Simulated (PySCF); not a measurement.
# Run report: WNBr, frequency calculation

- system: WNBr
- method: RKS-based PBE0, W def2-TZVP with ECP60, N def2-TZVP, Br def2-TZVP; non-relativistic Hamiltonian with a scalar-relativistic core potential; density fitting (PySCF 2.14.0)

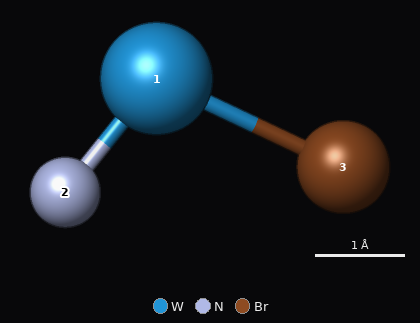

Figure 1. The structure as given in the input (ball-and-stick view, seen on its broad side; atoms are numbered from 1 in the order of the input). Sticks mark near contacts.

**Key numbers**

- outcome: converged
- total energy: −2695.603134 hartree
- HOMO: −5.97 eV
- LUMO: −3.57 eV
- zero-point energy: 0.003882 hartree
- dipole moment: 3.48 D
- wavenumbers, lowest and highest: 231 and 1178 cm⁻¹
- hardware: 2 threads of AMD EPYC (Zen 3), 189 GiB of memory available, shared host
- wall time: 1.9 min (CPU time 3.3 min)
- peak memory: 1.2 GiB

**Input file**
```python
from pyscf import gto, scf, dft
mol = gto.M(atom='''
W      0.347060    -0.047470    -0.555872
N     -0.925486     0.126586    -1.585881
Br    -0.644748     0.088187     1.577078''',
    basis={'W': 'def2-TZVP', 'N': 'def2-TZVP', 'Br': 'def2-TZVP'},
    ecp={'W': 'def2-TZVP'},
    charge=0, spin=0)
mf = dft.RKS(mol, xc='PBE0')
mf.grids.atom_grid = (75, 302)
aux = {'W': 'def2-universal-JKFIT', 'N': 'def2-universal-JKFIT', 'Br': 'def2-universal-JKFIT'}
mf = mf.density_fit(auxbasis=aux)
mf.conv_tol = 1e-09
mf.diis_space = 10
mf.max_cycle = 60
mf.verbose = 4
mf.kernel()
```

The script is an equivalent of the set-up of the self-consistent field. The run itself was carried out by a driver, which started from the orbitals of the step before it where there was one and computed the further properties.

Launched with:
```bash
OMP_NUM_THREADS=2 python axn.py task.json out
```

**What the program printed**
```
init E= -2695.60313361919
  HOMO = -0.219510383987848  LUMO = -0.131330968530692  gap/eV = 2.39948
cycle= 1 E= -2695.60313361888  delta_E= 3.09e-10  |g|= 4.24e-05  |ddm|= 3.14e-05
  HOMO = -0.219503805911688  LUMO = -0.131323334025739  gap/eV = 2.39951
cycle= 2 E= -2695.60313361336  delta_E= 5.52e-09  |g|= 0.000168  |ddm|= 0.000112
  HOMO = -0.219508972554362  LUMO = -0.131329263532803  gap/eV = 2.39949
cycle= 3 E= -2695.60313361925  delta_E= -5.88e-09  |g|= 1.47e-06  |ddm|= 8.96e-05
  HOMO = -0.219508932015196  LUMO = -0.131329175229392  gap/eV = 2.39949
cycle= 4 E= -2695.60313361925  delta_E= 4.55e-13  |g|= 8.4e-07  |ddm|= 3.57e-06
  HOMO = -0.219508745848654  LUMO = -0.131328925598573  gap/eV = 2.39950
Extra cycle  E= -2695.60313361925  delta_E= -1.82e-12  |g|= 1.92e-06  |ddm|= 4.93e-06
converged SCF energy = -2695.60313361925
```

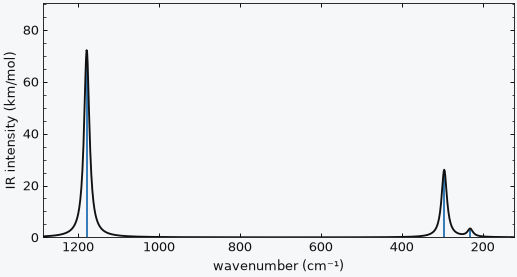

Figure 2. Harmonic infrared spectrum, unscaled: sticks (degenerate modes added up, dark ones marked on the axis) with a Lorentzian envelope of 16 cm⁻¹ full width, scaled to the tallest stick. 3 modes from 231 to 1178 cm⁻¹, none imaginary. The strongest line is at 1178 cm⁻¹ (72 km/mol). All modes, in cm⁻¹ (km/mol): 231 (3.0), 295 (26), 1178 (72).
